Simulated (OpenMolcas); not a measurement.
# C4H10S (2-methyl-2-propanethiol) at TPSSh/6-31G(d,p) (spherical functions)

What is the vertical electron affinity of C4H10S (2-methyl-2-propanethiol) at TPSSh/6-31G** (spherical functions)? 

The calculation is run with OpenMolcas 26.06.

**1. Starting point**

C4H10S: 15 atoms, total charge 0, spin state singlet. As SMILES, `CC(C)(C)S`. The coordinates come from a GFN2-xTB relaxation. This is one conformer, not always the lowest.

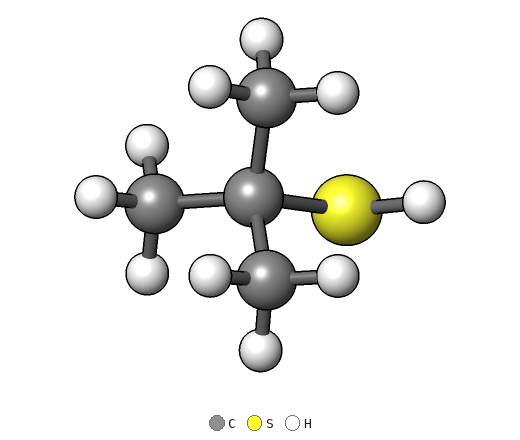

The structure, seen from a chosen angle (carbon grey, sulfur yellow, hydrogen white).

**2. A single-point energy at TPSSh/6-31G(d,p) (spherical functions)**

job.inp reads:

```
* C4H10S Kohn-Sham DFT
&GATEWAY
BasLib = $CurrDir
Coord
15
bohr
C     -2.45229759     0.52876427     1.05837891
C      0.22123024     0.30607894     0.01679967
C      2.00813636    -0.78520010     1.99279179
C      0.27812989    -1.25867098    -2.39732546
S      1.42302046     3.52677697    -0.69916087
H     -2.47671285     1.72834351     2.72712046
H     -3.72349746     1.33652770    -0.34345772
H     -3.15784574    -1.33308840     1.57769455
H      2.01818971     0.39039852     3.67959912
H      3.92492337    -0.87692741     1.25532617
H      1.41024592    -2.68239064     2.51482863
H     -0.31195599    -3.18838371    -1.99439805
H      2.17830620    -1.30538501    -3.18014451
H     -0.99144481    -0.47369765    -3.81312717
H     -0.34840881     4.08687290    -2.39490661
Basis = 6-31Gss
Group = NoSym
&SEWARD
&SCF
KSDFT = HYB_MGGA_XC_TPSSH
PrOrbitals = 1 1
```

The basis set 6-31G** is read from a file made from the Basis Set Exchange's data (not shown).

On the command line:

```
export MOLCAS_MEM=1860
pymolcas job.inp > job.log
```

Log:

```text
--- Start Module: gateway ---
[...]
--- Stop Module: gateway /rc=_RC_ALL_IS_WELL_ ---
--- Start Module: seward ---
[...]
      Basis functions          124
--- Stop Module: seward /rc=_RC_ALL_IS_WELL_ ---
[...]
--- Start Module: scf ---
[...]
       Convergence after  12 Iterations
[...]
::    Total KS-DFT energy                            -556.6659025331
[...]
      Total spin, S                                     0.0000000000
[...]
      Total electronic charge=   50.000000
      Total            charge=   -0.000000
[...]
      Dipole Moment (debye):
      Origin of the operator (angstrom)=    0.2625    0.5636   -0.0839
                   X= -1.1344E+00               Y= -1.4882E+00               Z= -1.2946E-01           Total=  1.8757E+00
      Quadrupole Moment (debye*angstrom):
[...]
--- Stop Module: scf /rc=_RC_ALL_IS_WELL_ ---
[...]
```

It took 37 s on 1 thread of Arm Neoverse V1, shared host; peak memory 0.82 GiB.

**3. The doublet anion**

job.inp reads:

```
* C4H10S Kohn-Sham DFT
>>> EXPORT MOLCAS_PRINT=2

&gateway
  baslib=$CurrDir
  coord
  15
  bohr
  C     -2.45229759     0.52876427     1.05837891
  C      0.22123024     0.30607894     0.01679967
  C      2.00813636    -0.78520010     1.99279179
  C      0.27812989    -1.25867098    -2.39732546
  S      1.42302046     3.52677697    -0.69916087
  H     -2.47671285     1.72834351     2.72712046
  H     -3.72349746     1.33652770    -0.34345772
  H     -3.15784574    -1.33308840     1.57769455
  H      2.01818971     0.39039852     3.67959912
  H      3.92492337    -0.87692741     1.25532617
  H      1.41024592    -2.68239064     2.51482863
  H     -0.31195599    -3.18838371    -1.99439805
  H      2.17830620    -1.30538501    -3.18014451
  H     -0.99144481    -0.47369765    -3.81312717
  H     -0.34840881     4.08687290    -2.39490661
  basis=6-31Gss
  group=NoSym

&seward

&scf
  uhf
  charge=-1
  spin=2
  ksdft=HYB_MGGA_XC_TPSSH
  prorbitals=1 1
```

The basis set 6-31G** is read from a file made from the Basis Set Exchange's data (not shown).

On the command line:

```
export MOLCAS_MEM=1860
pymolcas job.inp > job.log
```

Log:

```text
--- Start Module: gateway ---
[...]
--- Stop Module: gateway /rc=_RC_ALL_IS_WELL_ ---
--- Start Module: seward ---
[...]
      Basis functions          124
--- Stop Module: seward /rc=_RC_ALL_IS_WELL_ ---
[...]
--- Start Module: scf ---
[...]
       Convergence after  16 Iterations
[...]
::    Total KS-DFT energy                            -556.5634998782
[...]
      Total spin, S                                     0.5009890646
[...]
      Total electronic charge=   51.000000
      Total            charge=   -1.000000
[...]
      Dipole Moment (debye):
      Origin of the operator (angstrom)=    0.2625    0.5636   -0.0839
                   X= -1.4398E+00               Y= -3.4109E+00               Z=  6.2099E-01           Total=  3.7541E+00
      Center of Charge (angstrom)
[...]
--- Stop Module: scf /rc=_RC_ALL_IS_WELL_ ---
[...]
```

Wall time 68 s (1 thread of Arm Neoverse V1, shared host); peak memory 0.82 GiB.

**4. Summary of results**

At TPSSh/6-31G** (spherical functions):

| quantity | value |
| --- | --- |
| singlet C4H10S: total energy | -556.66590 Eh |
| singlet C4H10S: dipole moment | 1.88 D |
| singlet C4H10S: HOMO energy | -5.91 eV |
| singlet C4H10S: LUMO energy | 0.49 eV |
| singlet C4H10S: HOMO–LUMO gap | 6.39 eV |
| doublet anion: total energy | -556.56350 Eh |
| doublet anion: HOMO energy (highest over α and β) | 5.05 eV |
| doublet anion: LUMO energy (lowest over α and β) | 6.39 eV |
| doublet anion: ⟨S²⟩ | 0.752 |
| vertical electron affinity (to the doublet anion) | -2.787 eV |

This program's gradients are faulty for this kind of reference, so any forces in the log (doublet anion) can't be trusted; the energy can. The anion lies 2.79 eV (64 kcal/mol) above the neutral: the electron isn't bound at this level, and such a value depends on the basis. Without diffuse functions anions come out too high. Mulliken charges (singlet C4H10S) run from -0.34 on C3 to +0.14 on H13; they depend strongly on the basis. Mulliken charges (doublet anion) run from -0.47 on S5 to +0.07 on H13; they depend strongly on the basis. The HOMO (doublet anion) lies at positive energy, 5.05 eV; only total energies tell whether the electron is bound.
